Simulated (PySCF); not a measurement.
## A study: C8H20O4Si, SMILES `CCO[Si](OCC)(OCC)OCC`

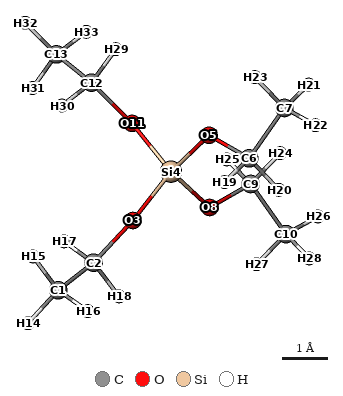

The molecule, with its atoms numbered as below. No frequency check shows the geometry to be a minimum.

Coordinates in Å:

```
C1      -2.5678   -2.4434    1.7832
C2      -1.7593   -1.9955    0.5750
O3      -0.8713   -0.9704    0.9625
Si4     -0.0040    0.0005   -0.0062
O5       0.8526    0.9815    0.9617
C6       1.7570    0.6070    1.9771
C7       2.5507    1.8278    2.4167
O8       0.8793   -0.9657   -0.9648
C9       1.8140   -0.5765   -1.9467
C10      2.6172   -1.7918   -2.3851
O11     -0.8789    0.9593   -0.9805
C12     -1.8015    1.9520   -0.5886
C13     -2.5889    2.4154   -1.8047
H14     -3.2481   -3.2416    1.4984
H15     -3.1419   -1.6090    2.1773
H16     -1.9016   -2.8020    2.5630
H17     -2.4240   -1.6270   -0.2146
H18     -1.1789   -2.8301    0.1680
H19      1.1916    0.1911    2.8176
H20      2.4296   -0.1723    1.6014
H21      3.1029    2.2355    1.5740
H22      3.2495    1.5528    3.2022
H23      1.8762    2.5936    2.7897
H24      2.4777    0.1929   -1.5364
H25      1.2754   -0.1427   -2.7958
H26      3.3435   -1.5034   -3.1403
H27      1.9529   -2.5462   -2.7973
H28      3.1391   -2.2200   -1.5333
H29     -1.2531    2.7881   -0.1423
H30     -2.4769    1.5438    0.1718
H31     -3.1269    1.5781   -2.2411
H32     -3.3001    3.1842   -1.5146
H33     -1.9123    2.8182   -2.5532
```

### 1. Bonding charge

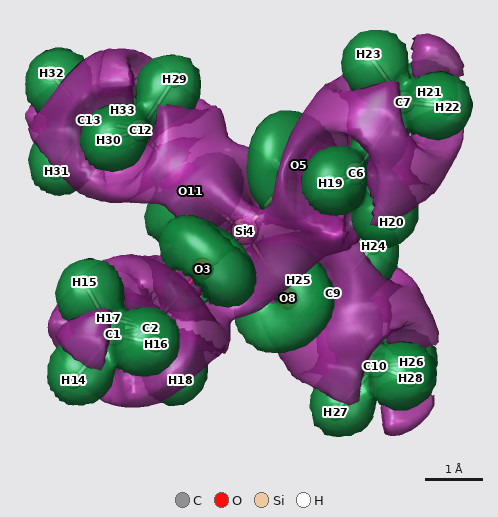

Deformation density (molecule less spherical, spin-averaged free atoms at the same positions), surfaces at ±0.04 e/Å³; green: gain, purple: loss.

Level of theory: B3LYP/6-31G* (PySCF), at a geometry from GFN2-xTB.

Describe the bonding that the map shows.

Answer. The five largest and four smallest: C6–H19: +0.69 e/Å³ at the bond critical point (bond length 1.09 Å, Mayer order 0.9). C12–H29: +0.69 e/Å³ at the bond critical point (bond length 1.09 Å, Mayer order 0.9). C2–H18: +0.69 e/Å³ at the bond critical point (bond length 1.09 Å, Mayer order 0.9). C9–H25: +0.69 e/Å³ at the bond critical point (bond length 1.09 Å, Mayer order 0.9). C9–H24: +0.69 e/Å³ at the bond critical point (bond length 1.10 Å, Mayer order 0.9). O5–C6: +0.02 e/Å³ at the bond critical point (bond length 1.41 Å, Mayer order 0.9); up to 0.6 Å beside the axis the gain reaches +0.24 e/Å³. O11–C12: +0.02 e/Å³ at the bond critical point (bond length 1.41 Å, Mayer order 0.9); up to 0.6 Å beside the axis the gain reaches +0.24 e/Å³. O8–C9: +0.01 e/Å³ at the bond critical point (bond length 1.41 Å, Mayer order 0.9); up to 0.6 Å beside the axis the gain reaches +0.24 e/Å³. C2–O3: +0.01 e/Å³ at the bond critical point (bond length 1.41 Å, Mayer order 0.9); up to 0.6 Å beside the axis the gain reaches +0.24 e/Å³. In all, 6.8 electrons gather in the regions of gain relative to the promolecule. A small or negative value marks a very polar bond, one between electron-rich atoms, whose free-atom densities already overlap strongly, a long bond to a heavier atom, or a closed-shell contact such as a hydrogen bond.

### 2. Bond critical points

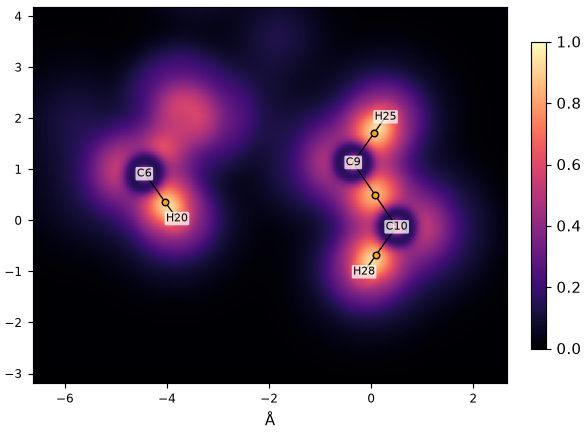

Localised orbital locator (LOL) in the plane of C6, C9, C10, H20, H25 and H28, with bond paths and bond critical points (dots).

What values does LOL take at the bond critical points in this plane?

Answer. C9–H25: about 0.91; C6–H20: about 0.91; C10–H28: about 0.89; C9–C10: about 0.84. Values above 0.5 mark slow, localised electrons, as in shared pairs; low values at a critical point mark a polar or closed-shell contact whose critical point lies between the shells.

Where along C9–H25 does the critical point lie?

Answer. 0.70 Å from C9 and 0.39 Å from H25.

### 3. Electrostatic potential

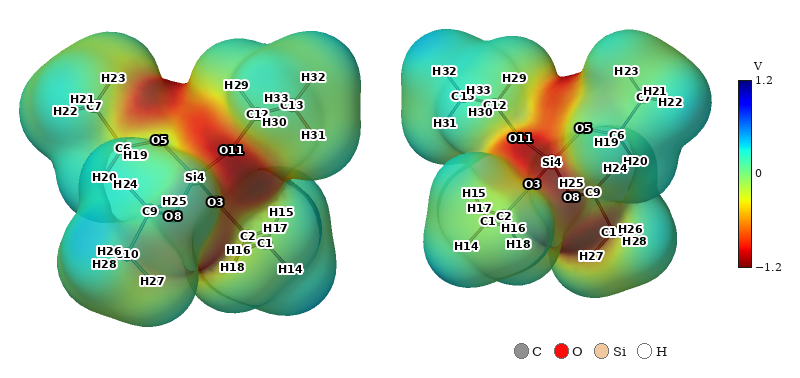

Electrostatic potential on the surface of electron density 0.001 a.u. (back view left, front view right).

Where are the extremes of the potential on the surface?

Answer. Highest: 0.39 V, 1.4 Å from H22, and at like points elsewhere. Further maxima include 0.32 V, 1.4 Å from H24. Lowest: −1.20 V, 1.8 Å from O11. Further minima include −0.10 V, near H33 (1.75 Å), H31 (1.77 Å) and C13 (1.93 Å). The surface is sampled at points, so like sites can differ by a few per cent and only the strongest of them is named.

What volume does the surface enclose, and what is the dipole moment?

Answer. About 284 Å³; the dipole moment is 0.1 D.

### 4. Localised orbitals

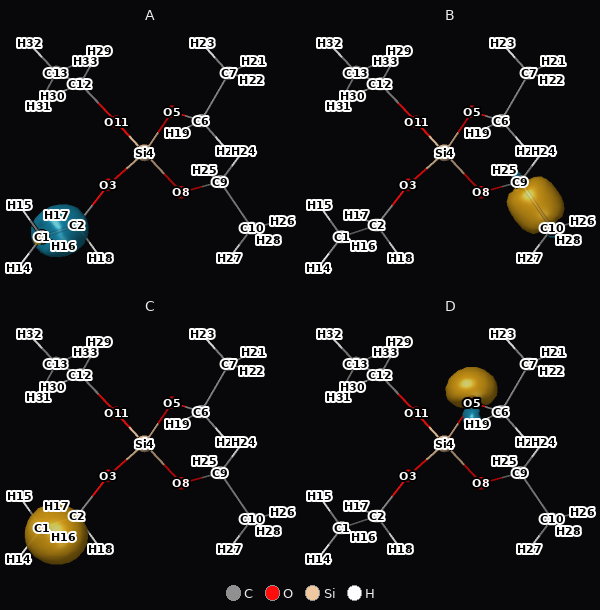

Pipek–Mezey orbitals, occupied; each surface holds about 70 % of the orbital's density. Energies are diagonal elements of the Fock matrix.

Level of theory: PBE0/6-31G* (PySCF), at a geometry from GFN2-xTB.

Identify each orbital.

Answer. By panel:
- A: σ bond C2–C1 (C2 50 %, C1 49 %; −14.4 eV)
- B: σ bond C9–C10 (C9 50 %, C10 49 %; −14.4 eV)
- C: σ bond C1–H16 (C1 55 %, H16 44 %; −13.1 eV)
- D: lone pair on O5 (sp2.4-type) (O5 96 %; −12.3 eV)

How do all the valence pairs divide up?

Answer. 40 pairs: 32 σ bonds and 8 lone pairs.

The PySCF runs shown took 45 s and 47 s on 1 thread of Intel(R) Xeon(R) 6975P-C (Granite Rapids), on a shared host.
